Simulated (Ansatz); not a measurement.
Stretching the Be1–O2 bond in BeO (multiplicity 1 held). Energies count from the point at 1.327 Å.


R- and RO- levels are restricted; in cc, def2 and unpolarised 6-31G sets they are followed outwards from rest. Unrestricted levels (U-) break spin symmetry where that is lower. Curves can end on different states.

Cores are frozen in the correlated methods.

Codes used: Ansatz (an electronic-structure program) with Gaussian orbitals. 

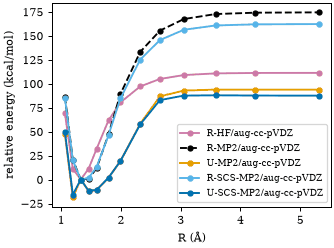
Figure: Relative energy along the coordinate

Read off the R-HF/aug-cc-pVDZ curve at R = 1.592.

about 32 kcal/mol

Doubts at one or more of the structures used: a restricted determinant that unrestricted orbitals would lower (R-HF/aug-cc-pVDZ, R-MP2/aug-cc-pVDZ, R-SCS-MP2/aug-cc-pVDZ); a spin-contaminated determinant (U-MP2/aug-cc-pVDZ, U-SCS-MP2/aug-cc-pVDZ).
